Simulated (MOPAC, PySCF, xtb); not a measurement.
Bond stretch in BeH, doublet.

Computed with: UKS-LDA (SVWN5)/6-31G* = unrestricted LDA (SVWN5)/6-31G*, spherical d (PySCF); GFN1-xTB (xtb); AM1, unrestricted, heats of formation (MOPAC).

Energies are in kcal/mol, each relative to the lowest point of its own curve near equilibrium.

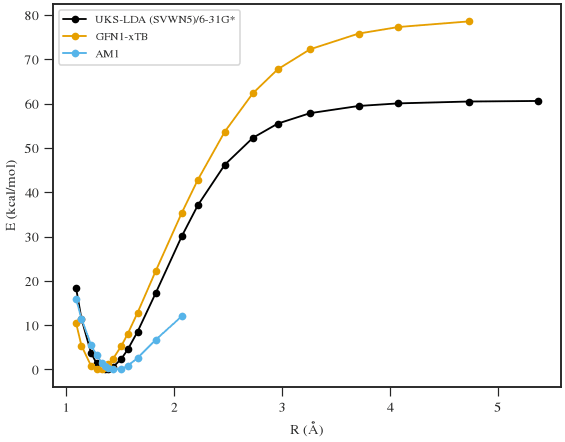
Fig. 1. Energy against bond length for each method.

| R / Å | UKS-LDA (SVWN5)/6-31G* | GFN1-xTB | AM1 |
|---|---|---|---|
| 1.09 | 18.4 | 10.5 | 16.0 |
| 1.14 | 11.5 | 5.4 | 11.5 |
| 1.23 | 3.7 | 0.8 | 5.5 |
| 1.28 | 1.4 | 0.0 | 3.2 |
| 1.33 | 0.3 | 0.1 | 1.6 |
| 1.36 | 0.0 | 0.5 | 0.9 |
| 1.39 | 0.0 | 1.2 | 0.4 |
| 1.43 | 0.5 | 2.3 | 0.0 |
| 1.51 | 2.4 | 5.3 | 0.1 |
| 1.57 | 4.5 | 8.1 | 0.8 |
| 1.66 | 8.5 | 12.8 | 2.6 |
| 1.83 | 17.3 | 22.3 | 6.7 |
| 2.07 | 30.0 | 35.3 | 12.0 |
| 2.22 | 37.1 | 42.8 | — |
| 2.47 | 46.2 | 53.7 | — |
| 2.73 | 52.3 | 62.3 | — |
| 2.96 | 55.5 | 67.7 | — |
| 3.26 | 57.8 | 72.3 | — |
| 3.71 | 59.5 | 75.8 | — |
| 4.08 | 60.0 | 77.3 | — |
| 4.73 | 60.5 | 78.5 | — |
| 5.37 | 60.6 | — | — |

A dash means that the run gave no value there, or that the column was ended at a point which the program doubted or which failed a test of continuity chosen for this set; such a test can also cut sound points.
